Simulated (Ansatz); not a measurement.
# Ga2S3 (Cc): how G0W0 depends on its starting point

How much of the starting functional survives in the G0W0 gap of Ga2S3 (Cc)?

Main program and level: Ansatz 0.2.0; G0W0 on several functionals, plane waves, PAW.

## (1) Set-up

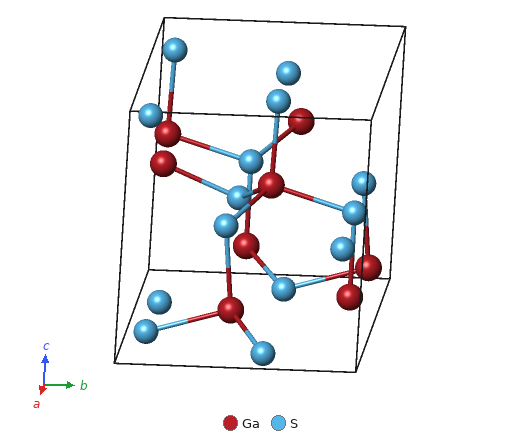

Start, viewed slightly off an axis; gallium red, sulfur blue. This picture shows the conventional cell, with its axes. Bonds to atoms that aren't drawn are left out. Some periodic images of atoms are drawn too.

The cell and positions come from the Crystallography Open Database and are kept as given unless a step says otherwise.

## (2) G0W0 on LDA

Now the one-shot GW correction: screening in the RPA, then the self-energy of the levels asked for. This step takes PAW set soft_1 files.

This step: G0W0 on LDA, plane waves, PAW; PAW set soft_1.

input.yaml

```yaml
crystal:
  lattice:
    - [5.5535, -3.1975, 0.0]
    - [5.5535, 3.1975, 0.0]
    - [-3.6339226554, 0.0, 6.0074160114]
  atoms:
    - { symbol: Ga, position: [0.63979, 0.44447, 0.12512] }
    - { symbol: Ga, position: [0.44447, 0.63979, 0.62512] }
    - { symbol: Ga, position: [0.2682, 0.13232, 0.11559] }
    - { symbol: Ga, position: [0.13232, 0.2682, 0.61559] }
    - { symbol: S, position: [0.9089, 0.0811, 0.9838] }
    - { symbol: S, position: [0.0811, 0.9089, 0.4838] }
    - { symbol: S, position: [0.4303, 0.2453, 0.4999] }
    - { symbol: S, position: [0.2453, 0.4303, 0.9999] }
    - { symbol: S, position: [0.5901, 0.7581, 0.0084] }
    - { symbol: S, position: [0.7581, 0.5901, 0.5084] }
kpoints:
  mp_grid: { grid: [4, 4, 2] }
hamiltonian:
  xc: lda
  pseudopotentials: { kind: paw, azcp: { folder: soft_1 }, xc_functional: pbe }
scf:
  occupations: { method: fixed }
gw:
  n_empty_bands: 499
  ecut_chi: 102
  qp_bands: [v3, c3]
  qp_kpoints: band_edges
  screening: { model: contour_deformation }
```

Launch:

```
> ansatz run input.yaml --threads 3 --pin off --max-ram 92160MiB --backend cuda --events-out ev --progress --plain --runs-dir out --devices 1 --max-vram 13GiB
```

Numbers of over 12 decimals in the logs are rounded to 6 here.

Log:

```text
GPUs: using 1 of 1 available (devices: 1).
Engine: ansatz 0.2.0, x86_64-unknown-linux-gnu
Pseudopotentials: kind: paw
Pseudopotential: Ga, paw, valence charge 13, recommended cutoff 420 eV (normal), soft_1/Ga.paw.azcp
Pseudopotential: S, paw, valence charge 6, recommended cutoff 420 eV (normal), soft_1/S.paw.azcp
Functional definition: SPW92
  exchange = slater_x
  correlation = pw_c
device memory: the entry about to start is reckoned to put 4.0 GiB on a device that reports 43.5 GiB free (of which the cap on the GPU budget leaves the run 13.0 GiB)
GPU FFT provider: cuFFT
GPU libraries: cuBLAS 13.8.2, cuFFT 12.4.0, cuSOLVER 12.3.4
Crystal: 10 atoms, lattice volume = 213.351 Å³
Basis set: ecut = 420 eV, 4167 PW (Γ)
Bands: 54, of which v1, the nominal top of the filled ones, is band 44 counted from 1 (43 counted from 0)
Symmetry: 2 space group operations
Space group: Cc (ITA 9), of the structure as read, at distance tolerance 6.0e-5 Å
k-points: 14 of 32 (time reversal used)
Non-local potential: Ga, projectors of the file, l = 0: 2, l = 1: 2, l = 2: 3, l = 3: 1
Non-local potential: S, projectors of the file, l = 0: 2, l = 1: 2, l = 2: 1
PAW form: soft (Blöchl's): semilocal exchange-correlation on the pseudo side does not see the compensation charge
PAW frozen core: Ga, regenerated for the run's functional, and the local potential with it (the file was generated under x = pbe(κ = 0.804, μ = 0.219515), c = pbe(β = 0.066725))
PAW frozen core: S, regenerated for the run's functional, and the local potential with it (the file was generated under x = pbe(κ = 0.804, μ = 0.219515), c = pbe(β = 0.066725))
PAW one-centre angular grid: Ga, 590 points (default); XC on 64 Gauss nodes
PAW one-centre angular grid: S, 110 points (default); XC on 64 Gauss nodes
Initial density: superposition of atomic densities (chi_scale 0.1, normalization cell, long waves kept (reshape's long-wave potential 0.05 eV rms))
Initial wavefunctions: pseudopotential atomic-orbital guess
GPU buffer pool allocated for 97200 grid points (all kernels)
GPU transforms: local potential and band sums: pruned to the plane-wave sphere, on 45×45×48
Functional: x = slater, c = lda
SCF iter   1: F=—  HF=-20053.017612 eV  |F-HF|=—  |Δ(HF+E_count)|=         —  Δρ=4.89e-2  dr2=3.51e0  ethr=3.10e-3  ⟨swp⟩=5.0  Hψ=2627  notcnv=0  defer=91
preconditioner: auto → Resta (q_TF=auto, 2.354 Å⁻¹)  ε∞=3.8  [insulator: Δε(μ)=1.988 eV  Ē_g=14.334 eV  n_scr=52 (ndim 8)  ℏωp=23.8 eV  f_vac=0.000  ε∞_Penn≈3.8]
SCF iter   2: F=—  HF=-20052.122467 eV  |F-HF|=—  |Δ(HF+E_count)|=   8.95e-1  Δρ=2.27e-2  dr2=8.30e-1  ethr=3.10e-3  ⟨swp⟩=3.4  Hψ=1539  notcnv=0  defer=105
SCF iter   3: F=—  HF=-20051.830948 eV  |F-HF|=—  |Δ(HF+E_count)|=   2.92e-1  Δρ=6.07e-3  dr2=6.41e-2  ethr=9.43e-4  ⟨swp⟩=2.9  Hψ=1320  notcnv=0  defer=111
SCF iter   4: F=—  HF=-20051.784221 eV  |F-HF|=—  |Δ(HF+E_count)|=   4.67e-2  Δρ=2.03e-3  dr2=9.30e-3  ethr=7.28e-5  ⟨swp⟩=2.9  Hψ=1345  notcnv=0  defer=112
SCF iter   5: F=—  HF=-20051.785177 eV  |F-HF|=—  |Δ(HF+E_count)|=   9.56e-4  Δρ=7.27e-4  dr2=1.37e-3  ethr=1.06e-5  ⟨swp⟩=2.0  Hψ=1323  notcnv=0  defer=112
SCF iter   6: F=—  HF=-20051.785204 eV  |F-HF|=—  |Δ(HF+E_count)|=   2.66e-5  Δρ=1.73e-4  dr2=8.93e-5  ethr=1.56e-6  ⟨swp⟩=2.0  Hψ=962  notcnv=0  defer=112
SCF iter   7: F=—  HF=-20051.785228 eV  |F-HF|=—  |Δ(HF+E_count)|=   2.49e-5  Δρ=5.92e-5  dr2=9.34e-6  ethr=1.01e-7  ⟨swp⟩=2.0  Hψ=1099  notcnv=0  defer=108
SCF iter   8: F=—  HF=-20051.785229 eV  |F-HF|=—  |Δ(HF+E_count)|=   5.76e-7  Δρ=1.86e-5  dr2=1.10e-6  ethr=1.06e-8  ⟨swp⟩=2.0  Hψ=995  notcnv=0  defer=107
SCF iter   9: F=-20051.785229 eV  HF=-20051.785229 eV  |F-HF|=7.13e-8  |Δ(HF+E_count)|=   2.12e-7  Δρ=5.75e-6  dr2=8.24e-8  ethr=1.14e-10  ⟨swp⟩=12.0  Hψ=4397  notcnv=0
SCF 1 converged in 9 iterations: F = -20051.785229 eV  dr2 = 8.24e-8
  greatest PAW one-centre occupation: 0.995 electrons in one spin orbital (limit 2), on the Ga atom at site 1 (counted from 0), in its partial waves of l = 2
device memory: the entry about to start is reckoned to put 5.0 GiB (of the 5.1 GiB reckoned in all, the device holds 0.1 GiB already) on a device that reports 35.9 GiB free (of which the cap on the GPU budget leaves the run 12.9 GiB)
NSCF: frozen V_eff on 14 k-points
the band table was solved once the SCF had ended and its energy, with any forces and stress, was formed, with the checks that follow a solve (3384 applications of the Hamiltonian). They found nothing against the state; the energy, forces and stress were not computed again (output.eigenvalues in the input reference)
device memory: the entry about to start is reckoned to put 7.8 GiB on a device that reports 32.4 GiB free (of which the cap on the GPU budget leaves the run 13.0 GiB)
NSCF: frozen V_eff on 14 k-points
G₀W₀ screening: q 1/14
[... further progress lines ...]
device memory: the entry about to start is reckoned to put 1.1 GiB on a device that reports 31.5 GiB free (of which the cap on the GPU budget leaves the run 13.0 GiB)
NSCF: frozen V_eff on 1 k-points
device memory: the entry about to start is reckoned to put 1.2 GiB on a device that reports 31.5 GiB free (of which the cap on the GPU budget leaves the run 13.0 GiB)
NSCF: frozen V_eff on 1 k-points
device memory: the entry about to start is reckoned to put 1.1 GiB on a device that reports 31.4 GiB free (of which the cap on the GPU budget leaves the run 13.0 GiB)
NSCF: frozen V_eff on 1 k-points
SCF converged after 9 iterations
Free energy (F): -20051.785229 eV
Harris-Foulkes:  -20051.785229 eV  (|F-HF|=7.13e-8)
Internal energy: -20051.785229 eV  (E = F + TS)
E sigma→0 (E₀):  -20051.785229 eV
Fermi energy:    5.509725 eV
--- Per-component energies (eV) ---
  E_band       = -377.863318
  E_kinetic    = 1082.736644
  E_local      = -8025.806631  (includes V_loc(G=0)·N_el)
  E_nonlocal   = -145.709809
  E_hartree    = 4573.870589
  E_xc         = -778.702175
  E_vxc        = -720.033811  (∫ρ·V_xc dr)
  E_paw        = -11132.114413  (= ΣΔE_a)
  E_vpaw       = -1716.786911  (= ΣTr[D̂ρ^β])
  E_aug_tail   = -0.000850  (compensation charges beyond the density's cutoff)
  E_ewald      = -5633.891695
  E_core_change = 7.833111  (= ΣΔE_core)
  E_smearing   = -0.000000  (= −TS)
  E_closure    = -0.000000  (closes the sum)
  Σ components = -20051.785229   (vs F -20051.785229, Δ=0.00e0)
--- Band table (eV; the first three rows and the last of 14) ---
  k-point 0: bands = [... 40 lower, 4.4627, 4.8452, 4.9859, 5.5097, 7.1744, 7.7073, 8.5103, 8.7701, ... 6 higher]
  k-point 1: bands = [... 40 lower, 4.3862, 4.3862, 4.9011, 4.9011, 8.2995, 8.2995, 9.0366, 9.0366, ... 6 higher]
  k-point 2: bands = [... 40 lower, 3.9782, 4.3953, 4.7090, 5.4532, 7.8832, 8.0863, 8.4036, 8.8300, ... 6 higher]
  k-point 13: bands = [... 40 lower, 4.0099, 4.0099, 4.9177, 4.9177, 7.8989, 7.8989, 8.7146, 8.7146, ... 6 higher]
--- G₀W₀: contour deformation, 6 samples at zero and on the imaginary axis and 1 off it, 32 q-points, 499 empty bands' worth ---
  eigenvalues of the whole cell's RPA ε∞ on this k-mesh (on a slab, of 1 + 4πα/V) = 6.0121, 6.1558, 6.6698; static W/v taken at q = 0 is 0.156776
  bands read: the sum over 543 bands ends inside a degenerate multiplet in 3 slots, whose members it reads at an even weight; the widest, k=1: bands 543 to 544 (counted from 1) at 1/2 each
  gw.qp_kpoints: band_edges: 12 of 14 stored k-points solved, in 1 pass; an edge of the gap read off the rows below is read off those points alone
    valence top: of the k-points left out ik 3 came nearest to being solved in a further pass, in band 44 (counted from 1, as in the quasiparticle table): it holds the edge there only if its correction is more favourable than any solved in that band by at least 0.634 eV; those differ by 0.039 eV
    conduction bottom: of the k-points left out ik 7 came nearest to being solved in a further pass, in band 45 (counted from 1, as in the quasiparticle table): it holds the edge there only if its correction is more favourable than any solved in that band by at least 1.057 eV; those differ by 0.140 eV
    ik  band        ε_KS         Σx   Σc(E_QP)       V_xc       Z   E_QP_lin       E_QP  E_QP is
     0    42      4.8452   -19.0765     1.9970   -16.5580  0.7551     4.3195     4.3237  root
     0    43      4.9859   -18.8916     2.1252   -16.2216  0.7512     4.4360     4.4411  root
     0    44      5.5097   -18.6191     2.2543   -15.7952  0.7462     4.9341     4.9401  root
     0    45      7.1744   -10.4120    -3.8382   -15.0563  0.7853     7.9890     7.9805  root
     0    46      7.7073    -9.7343    -3.8782   -14.4338  0.7845     8.5379     8.5285  root
     0    47      8.5103    -9.5514    -4.1743   -14.5510  0.7783     9.3470     9.3355  root
     1    42      4.3862   -18.9369     2.2008   -16.1834  0.7529     3.8284     3.8335  root
     1    43      4.9011   -18.4663     2.3211   -15.5593  0.7444     4.3084     4.3152  root
     1    44      4.9011   -18.4663     2.3211   -15.5593  0.7444     4.3084     4.3152  root
     1    45      8.2995    -9.9708    -4.1020   -14.9408  0.7789     9.1792     9.1674  root
     1    46      8.2995    -9.9708    -4.1020   -14.9408  0.7789     9.1792     9.1674  root
     1    47      9.0366    -6.4963    -4.0570   -11.1337  0.7929     9.6223     9.6170  root
     2    42      4.3953   -18.3230     2.3540   -15.3874  0.7435     3.8062     3.8136  root
     2    43      4.7090   -18.7445     2.1538   -16.0407  0.7506     4.1538     4.1591  root
     2    44      5.4532   -18.5067     2.3151   -15.6092  0.7446     4.8643     4.8708  root
     2    45      7.8832   -10.8275    -3.9396   -15.5868  0.7769     8.7128     8.7029  root
     2    46      8.0863    -9.4647    -4.0356   -14.3043  0.7825     8.9001     8.8903  root
     2    47      8.4036    -9.8971    -4.1256   -14.8648  0.7772     9.2574     9.2457  root
     4    42      4.1382   -18.3077     2.3107   -15.4211  0.7464     3.5560     3.5623  root
     4    43      4.3041   -18.0328     2.5012   -14.9254  0.7371     3.6887     3.6979  root
     4    44      5.3739   -18.3514     2.3722   -15.3850  0.7429     4.7728     4.7798  root
     4    45      7.8469    -9.2536    -3.9348   -13.9567  0.7854     8.6237     8.6152  root
     4    46      7.9535    -9.3067    -3.9765   -14.0584  0.7845     8.7376     8.7287  root
     4    47      8.5096   -10.2862    -4.2063   -15.3701  0.7730     9.4005     9.3871  root
[...]
12    46      8.3094    -9.8388    -4.1854   -14.8713  0.7774     9.1684     9.1565  root
    12    47      8.5314    -9.8783    -4.2748   -15.0319  0.7745     9.4237     9.4101  root
    13    42      4.0099   -18.3056     2.3080   -15.4349  0.7441     3.4408     3.4473  root
    13    43      4.9177   -18.2554     2.3866   -15.2698  0.7423     4.3113     4.3187  root
    13    44      4.9177   -18.2554     2.3866   -15.2698  0.7423     4.3113     4.3187  root
    13    45      7.8989    -9.4072    -3.9401   -14.1254  0.7850     8.6858     8.6770  root
    13    46      7.8989    -9.4072    -3.9401   -14.1254  0.7850     8.6858     8.6770  root
    13    47      8.7146    -9.7249    -4.2218   -14.8036  0.7748     9.5844     9.5714  root
```

Run time: 43 s. Hardware: 1 × NVIDIA H100 80GB HBM3 (shared by 6 runs) with 3 threads of AMD EPYC 7R13 (Zen 3), shared host; peak memory 2.2 GiB; 68 s of CPU time.

Numbers from this step:

- bands summed: 543
- RPA ε∞ on this mesh (eigenvalues): 6.012, 6.156, 6.670
- plane waves in the screening matrix: 495
- q-points in the mesh: 32
- G0W0 gap on the mesh: 3.040 eV
- k of the valence top: 0, 0, 0
- k of the conduction bottom: 0, 0, 0
- starting gap on the mesh: 1.665 eV
- Z at the valence top: 0.7462
- Z at the conduction bottom: 0.7853
- least direct G0W0 gap on the computed points: 3.040 eV

The gap on the mesh goes from 1.66 eV to 3.04 eV, a correction of +1.38 eV. Between the two edge states, bare exchange in place of the xc potential would open the gap by 7.47 eV, and correlation takes back 6.09 eV.

(Continued in part 2 of 2.)

[Paths, hosts, dates, memory and timing lines, banners, echoed tables and standing remarks are left out of the program output.]

[Logs are printed without paths, hosts, clocks, repeated set-up lines and the standing remarks that a program may print on its own settings, such as how far it seeks lower states.]

[Runs of the session that timed out or met a known fault of the program may be left out.]

[Cells called generated may have been cut or substituted from an entry of the Crystallography Open Database or the Materials Project.]

[Hosts, paths, dates, database ids (printed as entryN), source tags and the programs' standing remarks are cut or masked in the printed files.]
